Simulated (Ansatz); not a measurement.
System: fcc Ag. Method: LDA (PAW; Ansatz, a first-principles code).

Numerical settings: plane-wave cutoff 520 eV, 24×24×24 k mesh, Fermi–Dirac smearing 0.05 eV, no spin polarisation, scalar-relativistic PAW data made under PBE.

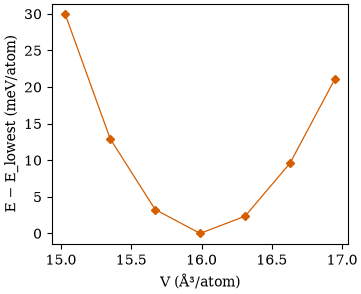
Figure: Total energy against volume

### Question
From the curve, estimate the equilibrium volume and the bulk modulus.

### Answer
V0 ≈ 16.0 Å³/atom and B0 ≈ 140 GPa; the fit gives V0 = 16.009 Å³/atom, B0 = 139 GPa, B′ = 5.7.

Measured, for comparison: bulk modulus 110 GPa (corrected for temperature and zero-point phonon effects, sources range from 104 to 111; as tabulated in Levämäki et al. (2014), arXiv:1402.3671); equilibrium volume per atom 16.76 Å³/atom (static lattice: zero-point anharmonic expansion removed; as tabulated in Mejia-Rodriguez and Trickey (2018), arXiv:1807.09216). Computed less measured: bulk modulus +26 % (+25 % to +34 % over the range), equilibrium volume per atom -4.5 %.

Static lattice: no zero-point or thermal effects.
